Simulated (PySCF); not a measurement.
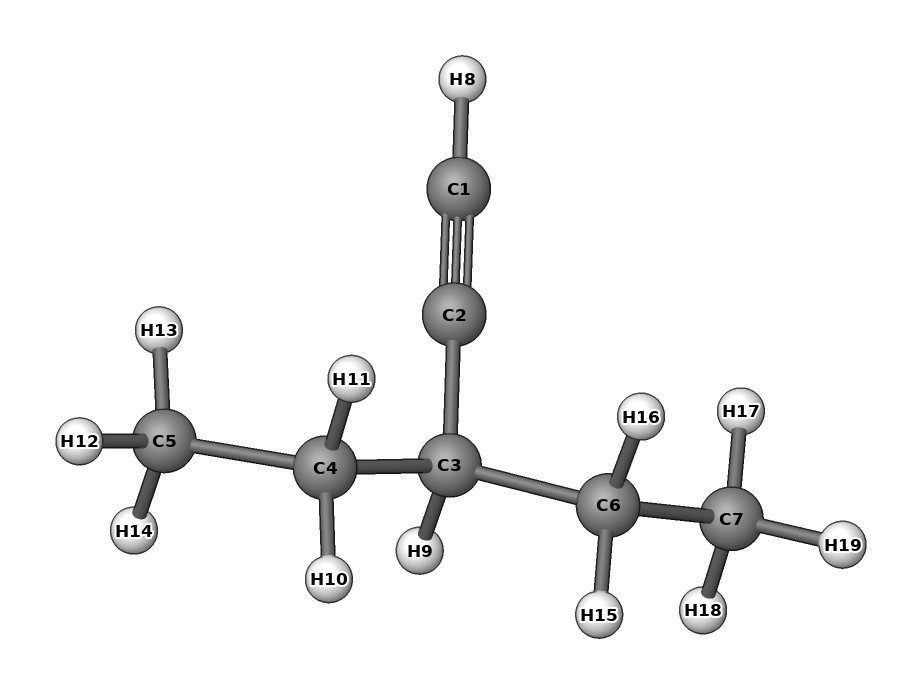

The questions are on Mulliken charges. The geometry was computed by an optimisation with GFN2-xTB. No frequency run is at hand to confirm it as a minimum. Level of theory: PBE0/pcSseg-1, gas phase (PySCF 2.14.0).

Give the Mulliken charges atom by atom.

| atom | value (e) |
| --- | --- |
| C1 | −0.40 |
| C2 | 0.31 |
| C3 | −0.34 |
| C4 | −0.21 |
| C5 | −0.25 |
| C6 | −0.21 |
| C7 | −0.25 |
| H8 | 0.04 |
| H9 | 0.14 |
| H10 | 0.12 |
| H11 | 0.12 |
| H12 | 0.11 |
| H13 | 0.13 |
| H14 | 0.10 |
| H15 | 0.12 |
| H16 | 0.12 |
| H17 | 0.13 |
| H18 | 0.10 |
| H19 | 0.11 |

Mulliken values depend strongly on the basis set and can even reverse the polarity of a bond.
